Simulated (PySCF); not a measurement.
## Electronic structure of C₃H₈OSSi in real space

```xyz
14

O    -1.1475   -2.4907    0.1837
S    -0.5464   -1.3871    0.9497
C    -1.3375    0.0503    0.0515
C    -0.4955    1.3028    0.1880
Si    1.2993    0.7743   -0.1820
C     0.9798   -1.0909   -0.0853
H    -2.3436    0.1758    0.4550
H    -1.4179   -0.2989   -0.9744
H    -0.5937    1.6998    1.1993
H    -0.8647    2.0742   -0.4874
H     1.7405    1.1701   -1.5209
H     2.2296    1.2191    0.8575
H     0.7308   -1.5427   -1.0411
H     1.7962   -1.6635    0.3497
```

Geometry: GFN2-xTB, coordinate held.

Method: BHandHLYP/pcSseg-1, SCF density, gas phase, non-relativistic (PySCF).

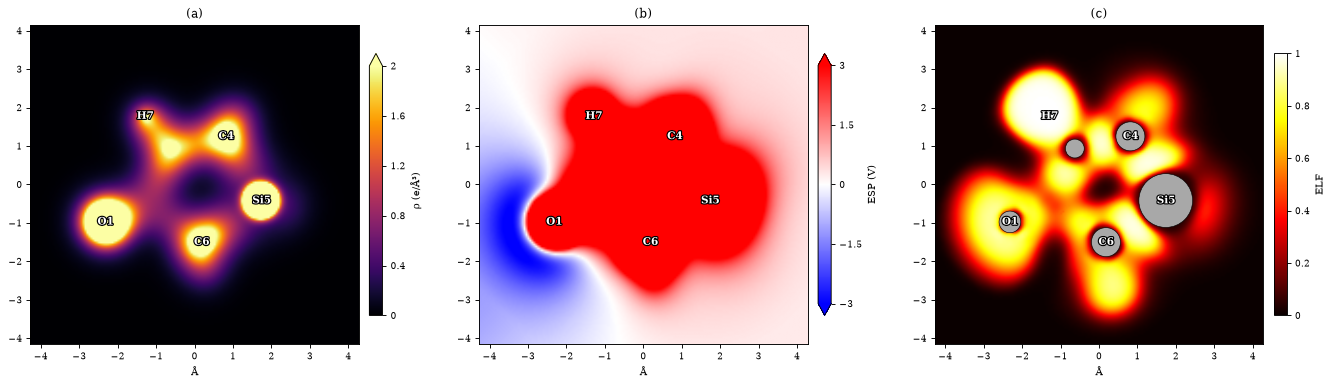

Figure 1. (a) total electron density; (b) electrostatic potential; (c) ELF on the plane of atoms C4, Si5 and C6. Grey discs cover the atomic cores in the ELF map.

### Describe what can be read from this map.

The plane passes through O, C, Si and H nuclei. C–Si (1.89 Å): the density is about 0.94 e/Å³ at the midpoint; the ELF peaks at about 0.95 between the atoms: a covalent bond. The ELF also peaks beside O1, away from the bonds: lone-pair regions. Outside the dense part of the molecule the potential is most negative (−3.1 V) near O1.

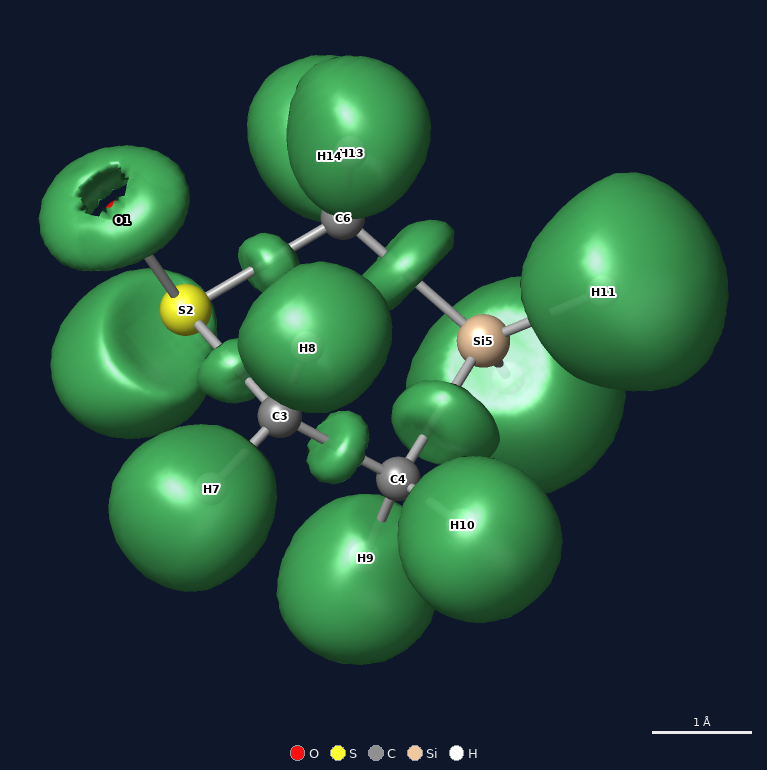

Figure 2. Isosurface of the ELF at 0.85 (green), seen at a tilt. Only the valence region is drawn (cores and ρ < 0.01 e/Å³ removed).

### Where are the electrons localised?

The ELF exceeds this value in one region between bonded C–C atoms (shared pairs), two regions between bonded C–S atoms (shared pairs), two regions between bonded C–Si atoms (shared pairs), eight regions around hydrogen nuclei, one ring or bowl of non-bonding electrons around O and one lobe on S, pointing away from the bonds (lone pairs).


S–O (1.47 Å): the ELF peaks at about 0.80 between the atoms, as expected for a polar covalent bond. C–C (1.52 Å): the ELF peaks at about 0.95 between the atoms; a shared electron pair.

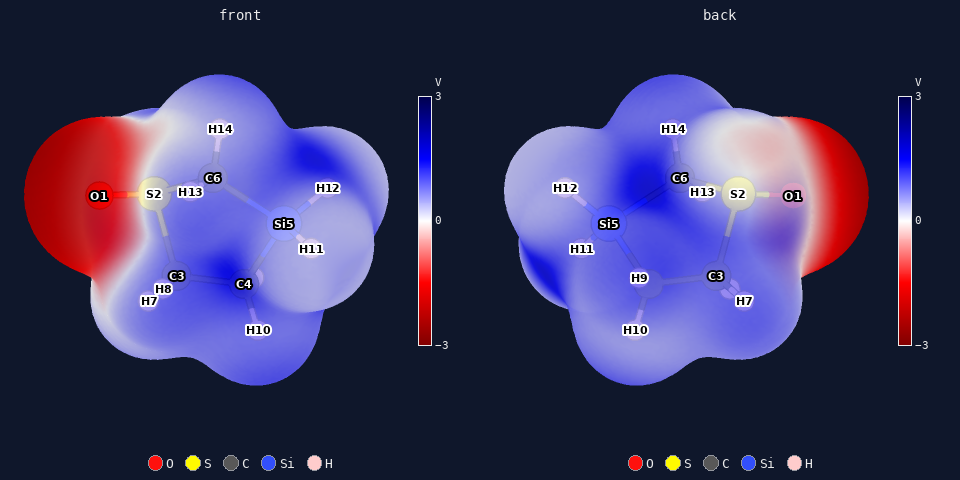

Figure 3. The electrostatic potential painted on the density surface at 0.002 e/bohr³, seen from the front and from behind; the colour scale runs from red (negative) to blue (positive).

### Where is the surface potential most negative and most positive?

The most negative region (about −2.4 V) lies over O1, the most positive (about +1.7 V) over Si5. O1 is the likeliest acceptor of a hydrogen bond.

### How polar is the molecule by this calculation?

Its dipole moment is 4.12 D.
